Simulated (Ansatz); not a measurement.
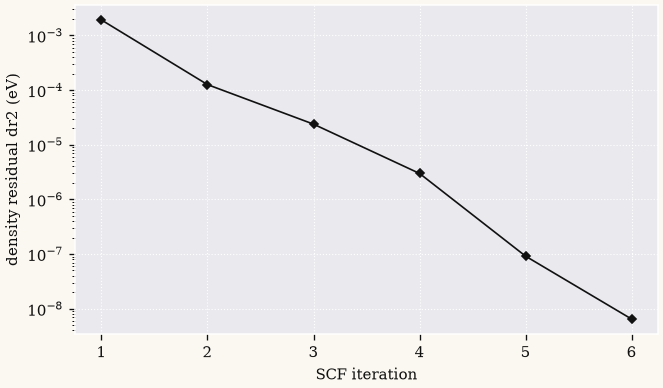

The plot shows the SCF iterations of a calculation: density residual dr2. The starting density is a sum of atomic densities corrected by a trained network.

RuSe (2 atoms in the cell), run with Ansatz.

```
crystal:
  lattice:
    - [0.0, 2.7520188154, 2.7520188154]
    - [2.7520188154, 0.0, 2.7520188154]
    - [2.7520188154, 2.7520188154, 0.0]
  atoms:
    - { symbol: Ru, position: [0.0, 0.0, 0.0] }
    - { symbol: Se, position: [0.25, 0.25, 0.25] }
basis:
  ecutwfc: 420
  ecutrho_ratio: 4
kpoints:
  mp_grid: { grid: [10, 9, 11] }
hamiltonian:
  xc: pbe
scf:
  occupations: { method: gaussian, width: 0.05 }
  max_iter: 100
output:
  forces: true
  stress: true
```

Run as:
```bash
ansatz run input.yaml --threads 2 --pin off --max-ram 2662MiB --backend cpu --events-out ev --progress --plain --runs-dir out
```

> Did the calculation converge?

The run converged; it took 6 iterations. The residual falls at every step.

> Read the residual at the first and at the last step drawn.

It starts near 2 × 10⁻³ and ends near 6 × 10⁻⁹ eV.

> Is anything amiss with this input?

The input holds an odd setting (a mesh that breaks the symmetry). The SCF closed, but its energy differs from that of a run with usual settings by more than 1 meV per atom.
